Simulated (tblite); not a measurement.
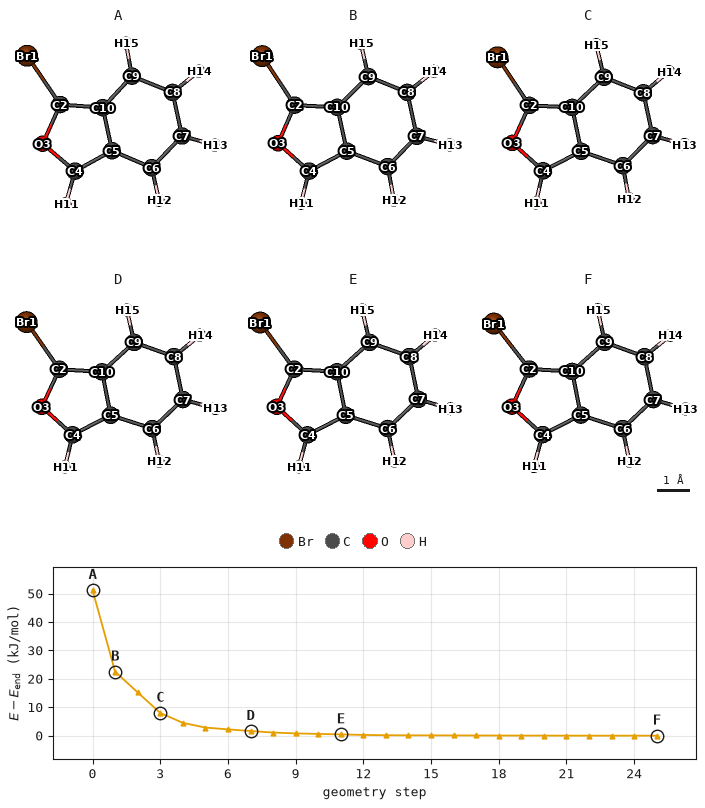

Frames of a relaxation of C8H5BrO, marked on the history of the run. Style: ball-and-stick. Shown face on.

Theory: GFN2-xTB geometry optimisation, gas phase in tblite 0.8.0. 

### What happens along the run?

The atom that moves furthest after the best rigid fit is Br1 (0.16 Å). By element the largest moves are Br 0.16 Å, C 0.11 Å, H 0.11 Å, O 0.04 Å. Among the contacts that change: C6–C7 1.414 → 1.361 Å, C2–O3 1.389 → 1.337 Å, Br1–C2 1.907 → 1.865 Å, O3–C4 1.368 → 1.342 Å. Among the angles between lasting bonds that change: C8–C9–C10 110.4° → 117.8°, C10–C9–H15 127.1° → 119.9°, C2–C10–C9 128.0° → 134.6°. After 25 geometry steps the energy has fallen by 51.3 kJ/mol. From step 0 to 1: C6 moves most (0.05 Å), energy −28.7 kJ/mol. From step 1 to 3: H12 moves most (0.05 Å), energy −14.5 kJ/mol. From step 3 to 7: H atoms move most (0.05 Å), energy −6.38 kJ/mol. From step 7 to 11: Br1 moves most (0.05 Å), energy −1.18 kJ/mol. From step 11 to 25: Br1 moves most (0.05 Å), energy −0.45 kJ/mol.
